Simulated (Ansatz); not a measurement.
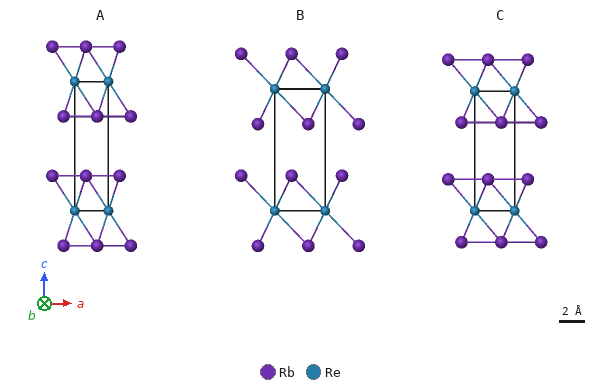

3 geometries from one relaxation of a crystal of Rb₂Re (a generated structure, set up in P-3m1) (coarse preliminary run), in shuffled order. Style: ball-and-stick. Shown: the cell of the calculation, along the b axis.

Computed with Ansatz, DFT PBE, scalar-relativistic, plane waves, PAW. (plane-wave cutoff 420 eV; k-point mesh 6 × 6 × 2; occupations gaussian; smearing width 0.1 eV; no spin polarisation; cell and atoms relaxed; force threshold 0.04 eV/Å; at most 70 steps)

**Put them in the order of the run, from the start to the converged end.**

B, C, A. They are steps 0, 5, 11, at +855 meV per atom, +299 meV per atom relative to the last. The largest moves relative to the cell, 0.19 Å, are those of Rb atoms. Re stays in place. The drawn cell changes as follows: a = b 4.733 → 3.156 Å (−33.3 %), c 9.905 → 10.507 Å (+6.1 %); the volume changes by −52.8 %. Near-neighbour distances that change, for instance: Re–Re 4.733 → 3.156 Å, Rb–Rb 4.733 → 3.156 Å, Rb–Re 3.952 → 3.372 Å. Bond angles that change, for instance: Rb–Re–Rb 73.6° → 55.8°, Rb–Re–Rb 106.4° → 124.2°, Re–Rb–Re 73.6° → 55.8°. The space group stays P-3m1 (No. 164). Over 9 accepted moves (11 points after the start) the energy falls by 855 meV per atom. The largest force component goes from 0.61 to 0.03 eV/Å. The pressure goes from −2.24 to −0.07 GPa. The line search rejected the trial step at point 8 of the run. The SCF was repeated once at an unchanged geometry on a basis and grid sized afresh for the cell, which shifted the energy by 0.8 meV per atom at most. The run took 42 s on 1 thread of Arm Neoverse V1, with other jobs on the host, peak memory 0.42 GiB.
